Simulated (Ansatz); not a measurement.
# C5H8N2Si (SMILES C=Cc1cn([SiH3])cn1): what the fields show

```xyz
16

C    -1.3175    2.3397    3.9505
C    -0.3193    2.1075    3.0862
C     0.0149    0.7943    2.5481
C     1.0240    0.4770    1.6582
C    -0.1077   -1.3267    2.2213
N     0.9522   -0.8936    1.4410
N    -0.6778   -0.3580    2.8830
Si    1.9927   -1.8837    0.3906
H    -1.9474    1.5183    4.3010
H    -1.5242    3.3457    4.3225
H     0.3088    2.9348    2.7384
H     1.7705    1.1021    1.1730
H     1.8857   -1.4052   -1.0131
H     3.4046   -1.7807    0.8451
H     1.4873   -3.2732    0.5230
H    -0.4010   -2.3771    2.2497
```

Geometry: B3LYP-D3(BJ)/def2-SVP.

Level of theory: isolated molecule in a Gaussian basis; Kohn-Sham density functional theory, functional PBE0 (Ansatz).

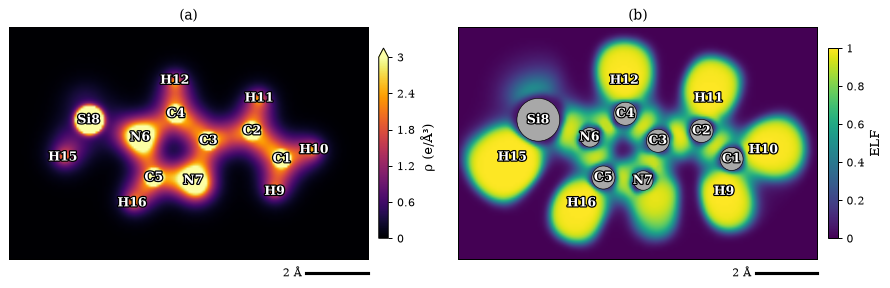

Figure 1. (a) total electron density; (b) electron localisation function on the plane of atoms C1, C2 and H11. Grey discs cover the atomic cores in the ELF map.

Read the bonding off the picture.

- Atoms in the plane: C, N, Si and H.
- C–N (1.30 Å): ρ is about 2.6 e/Å³ halfway; the ELF peaks at about 0.90 between the atoms (localised, covalent bonding).
- C–C (1.34 Å): the density is about 2.3 e/Å³ at the midpoint; the ELF peaks at about 0.95 between the atoms: a short, multiple covalent bond.
- Si–N (1.78 Å): ρ is about 0.99 e/Å³ halfway; the ELF peaks at about 0.95 between the atoms (a polar covalent bond).
- C–H (1.09 Å): the density is about 2 e/Å³ at the midpoint; the ELF climbs to about 1 towards the hydrogen, as it does in any bond to H: an ordinary covalent bond to hydrogen.
- C–C (1.38 Å): the density is about 2.1 e/Å³ at the midpoint; the ELF peaks at about 0.95 between the atoms, as expected for a covalent bond.
- The ELF also peaks beside N7, away from the bonds: lone-pair regions.

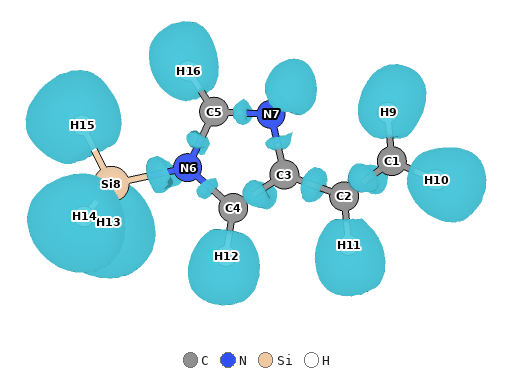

Figure 2. Isosurface of the ELF at 0.85 (cyan), seen at a tilt. Only the valence region is drawn (cores and ρ < 0.01 e/Å³ removed).

Describe the localisation domains.

The surface consists of three regions between bonded C–C atoms (shared pairs), four regions between bonded C–N atoms (shared pairs), one region between bonded N–Si atoms (shared pairs), eight regions around hydrogen nuclei and one lobe on N, pointing away from the bonds (lone pairs).

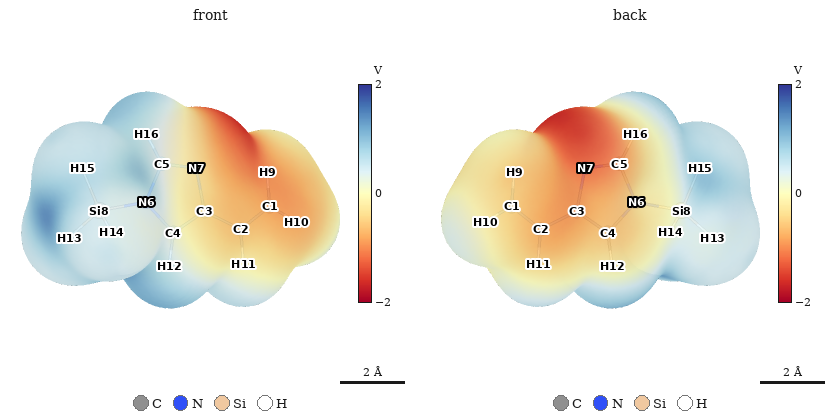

Figure 3. The molecular electrostatic potential painted on the density surface at 0.001 e/bohr³, seen from the front and from behind; the colour scale runs from red (negative) to blue (positive).

Where is the surface potential most negative and most positive?

The most negative region (about −1.6 V) lies over N7, the most positive (about +1.3 V) over Si8. N7 is the likeliest acceptor of a hydrogen bond.
